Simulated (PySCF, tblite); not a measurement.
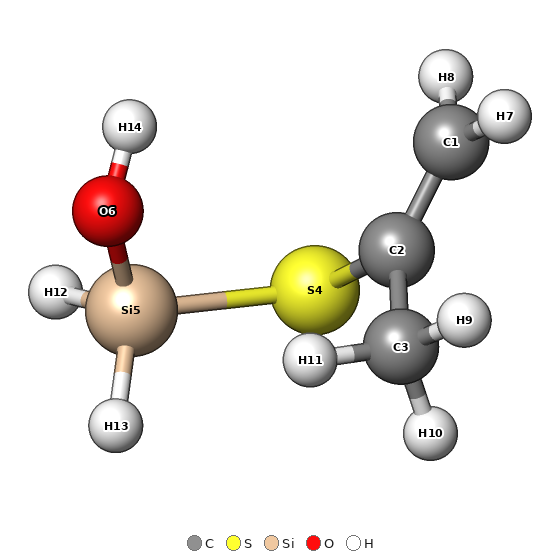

Structure of C₃H₈OSSi, SMILES C=C(C)S[SiH2]O.

Kohn-Sham orbital energies near the frontier, ωB97X-D/def2-SVPD in PySCF 2.14.0, at a GFN2-xTB geometry (a minimum by its frequencies), isolated molecule; empty levels in grey, levels within 0.03 eV side by side.

Q: Where do the frontier orbitals lie?

A: HOMO at −8.70 eV, LUMO at 1.46 eV, 10.16 eV apart.

Q: How far below the HOMO does the next level lie?

A: 0.81 eV.

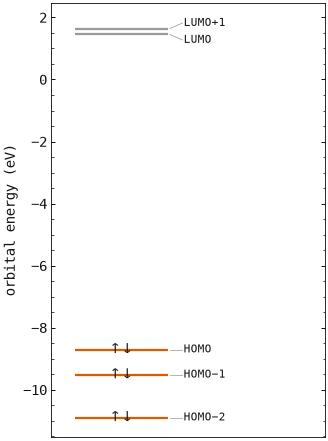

Note: the tight-binding geometry is rougher than a DFT one and adds to the error; one conformer of a flexible molecule; empty levels above zero depend strongly on the basis.
